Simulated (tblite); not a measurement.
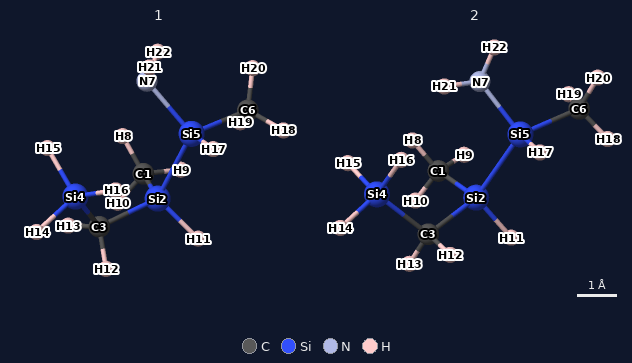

Two geometries of C$_{3}$H$_{15}$NSi$_{3}$, drawn at one scale. One is the start of a relaxation, the other its converged end. The picture is a ball-and-stick view, seen from a free direction.

Computed with GFN2-xTB geometry optimisation, gas phase (tblite). 

Q: Which geometry has the lower energy?

A: Structure 2 is the relaxed one. The atom that moves furthest after the best rigid fit is H13 (1.29 Å). Largest moves by element: H 1.29 Å, C 0.57 Å, Si 0.53 Å, N 0.46 Å. Among the contacts that change: Si2–Si5 2.204 → 2.316 Å, Si2–C3 1.816 → 1.916 Å, Si5–N7 1.801 → 1.730 Å, N7–H21 1.047 → 1.007 Å. Among the angles between lasting bonds that change: Si5–N7–H22 107.7° → 119.3°, Si5–N7–H21 109.2° → 119.0°, Si2–Si5–C6 106.5° → 113.3°. Groups turn about Si5–N7 by about 70°, Si2–C3 by about 55°, Si5–C6 by about 35°. Over 205 geometry steps the energy falls by 83.9 kJ/mol. Cost: 3.7 s on 1 thread of Arm Neoverse N1 (shared host).
